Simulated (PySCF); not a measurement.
## Electronic structure of C₂H₁₂Si₃ (SMILES [SiH3]C[SiH2]C[SiH3]) in real space

Input

```
{"job": {"kind": "nmr", "xc": "PBE0", "basis": "pcSseg-1"}, "charge": 0, "multiplicity": 1}
Si     2.914398     0.460909     0.021359
C      1.077640     0.356265     0.477109
Si     0.108374    -1.035367    -0.375549
C     -1.732973    -0.946530     0.098449
Si    -2.560276     0.749496    -0.105815
H      3.530058     1.599145     0.713808
H      3.059105     0.649916    -1.423185
H      3.602989    -0.766777     0.423786
H      0.603887     1.308615     0.236752
H      0.987714     0.241837     1.557994
H      0.650864    -2.341257     0.032844
H      0.232793    -0.913230    -1.834417
H     -2.274476    -1.676410    -0.503498
H     -1.851936    -1.269014     1.133180
H     -2.044363     1.687629     0.895806
H     -2.301700     1.281002    -1.446326
H     -4.009095     0.625800     0.087792
```

Command:

```sh
OMP_NUM_THREADS=1 python probes_run.py task.json out
```

Geometry: GFN2-xTB.

These are results of PBE0/pcSseg-1, SCF density, gas phase, non-relativistic (PySCF), not measurements.

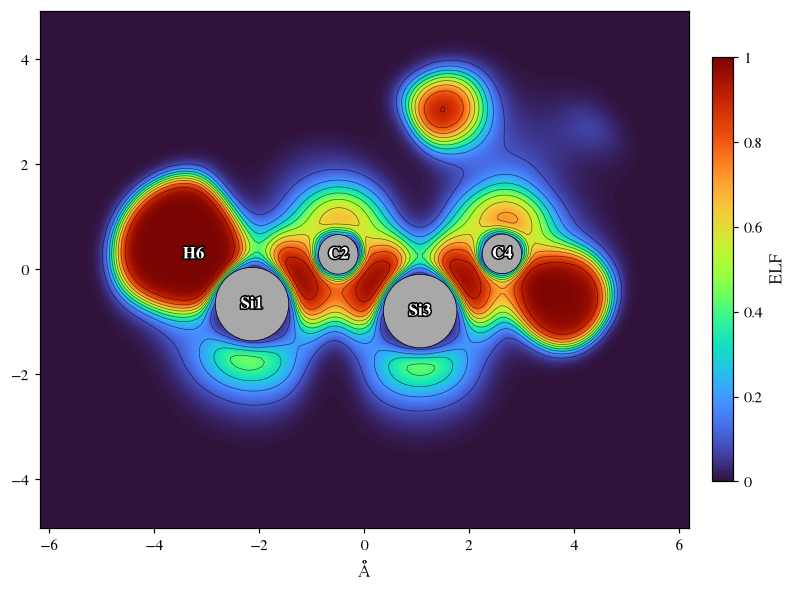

Figure 1. ELF on the plane of atoms C2, Si1 and H6. Grey discs cover the atomic cores.

### Describe what can be read from this map.

Atoms in the plane: Si, C and H. C–Si (1.90 Å): the ELF peaks at about 0.95 between the atoms, as expected for a covalent bond. Si–H (1.47 Å): the ELF climbs to about 1 towards the hydrogen, as it does in any bond to H.

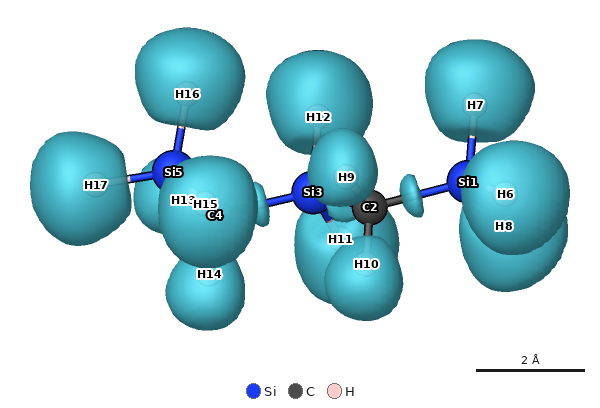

Figure 2. Isosurface of the electron localisation function at 0.9 (cyan), seen from one side. Core shells and regions of very low density are left out.

### Identify the bonds, lone pairs and shells in this picture.

The ELF exceeds this value in four regions between bonded C–Si atoms (shared pairs) and twelve regions around hydrogen nuclei. Along the contacts the grid gives the following. C–H (1.09 Å): the ELF climbs to about 1 towards the hydrogen: a covalent bond by its length.

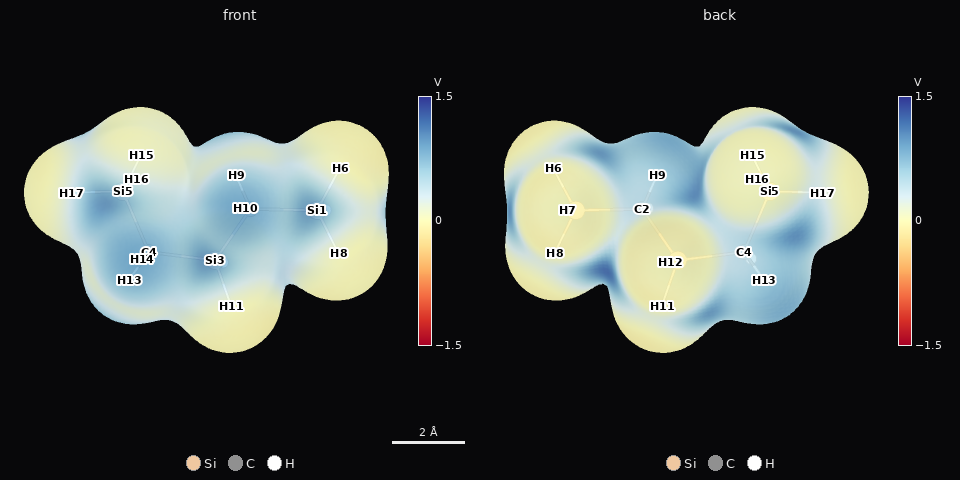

Figure 3. The electrostatic potential painted on the density surface at 0.002 e/bohr³, seen from the front and from behind; red is negative and blue positive.

### Where is the surface potential most negative and most positive?

The most negative region (about −0.1 V) lies over the H atoms, the most positive (about +1.1 V) over Si1, Si3 and Si5.
